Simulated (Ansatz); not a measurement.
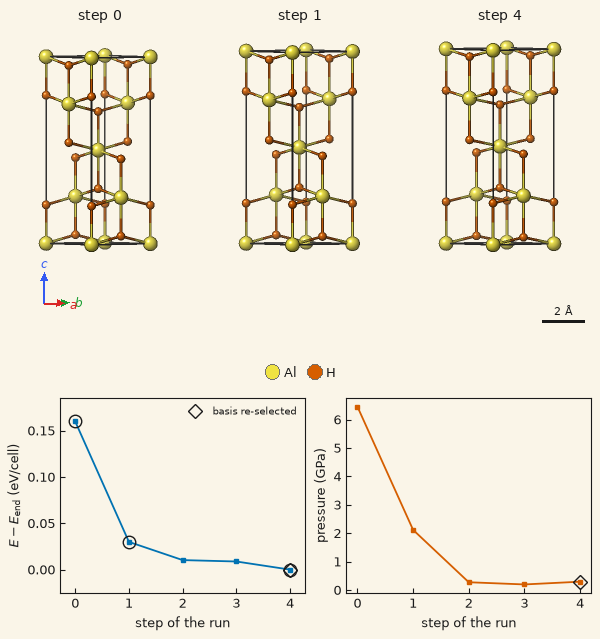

Frames of a relaxation of solid AlH2 (built on the anatase_141 type) (coarse preliminary run), marked on the history of the run. Style: ball-and-stick. Shown: the conventional cell (2 times the calculation's cell), from a free direction. Lengths and directions refer to the drawn axes.

Case: anatase type (I4_1/amd, No. 141).

Theory: Ansatz 0.2.0, DFT PBE, scalar-relativistic, plane waves, PAW. Set-up: plane-wave cutoff 420 eV; k-point mesh 6 × 6 × 6; occupations gaussian; smearing width 0.1 eV; no spin polarisation; cell and atoms relaxed; force threshold 0.04 eV/Å; at most 70 steps.

> Describe the path.

After 3 accepted moves (4 points after the start) the energy has fallen by 0.160 eV per cell of the calculation. The largest force component goes from 0.3 to 0.0088 eV/Å. Pressure: 6.45 GPa at the start and 0.29 GPa at the end. At 1 point the geometry stayed and the basis and grid were re-selected for the new cell (energy shift of 8.8 meV per cell of the calculation at most each time). The largest moves relative to the cell, 0.070 Å, are those of H atoms. Al stays in place. The drawn cell changes as follows: a = b 3.562 → 3.683 Å (+3.4 %), c 8.952 → 9.324 Å (+4.2 %); the volume changes by +11.3 %. Some distances before and after: Al–H 1.850 → 1.997 Å, Al–H 1.823 → 1.871 Å. Among the angles between lasting bonds that change: Al–H–Al 155.4° → 159.4°, H–Al–H 155.4° → 159.4°. The space group stays I4_1/amd (No. 141). From step 0 to 1: H atoms move most (0.02 Å), volume +7.3 %, energy −0.130 eV per cell of the calculation. From step 1 to 4: H atoms move most (0.05 Å), volume +3.8 %, energy −29.9 meV per cell of the calculation.
